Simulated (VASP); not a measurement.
Band structure of CoSi2 (space group P6/mmm). These are PBE GGA, VASP's PBE PAW potentials (set 64) (plane waves; VASP) values and carry that method's errors.

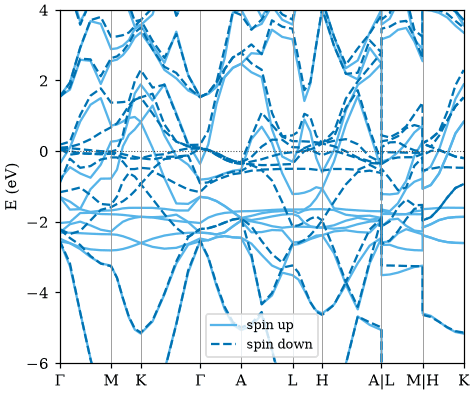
*Bands along high-symmetry lines, zero at the valence-band maximum or, without a gap, the Fermi level*

Question: Read the plot: is there a gap, and where are the band edges?

Answer: It has no gap at this level: it comes out as a metal or semimetal.

The structure was generated: CoSi2 was put into an ordered model structure, which need not be its known phase. The cell was not relaxed at this level.
